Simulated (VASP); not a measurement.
Band structure of Tc (hcp). These are AM05 GGA, VASP's PBE PAW potentials (set 64) (plane waves; VASP) values and carry that method's errors.

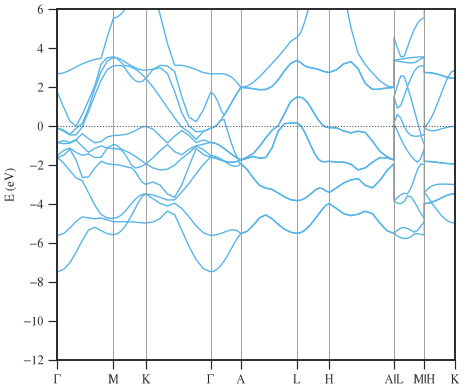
Bands along high-symmetry lines, zero at the valence-band maximum or, without a gap, the Fermi level

### Question
Read the plot: is there a gap, and where are the band edges?

### Answer
It has no gap at this level: it comes out as a metal or semimetal. (Edges off the drawn lines would not show.)

The compound is Tc in the hcp structure. It was relaxed first.
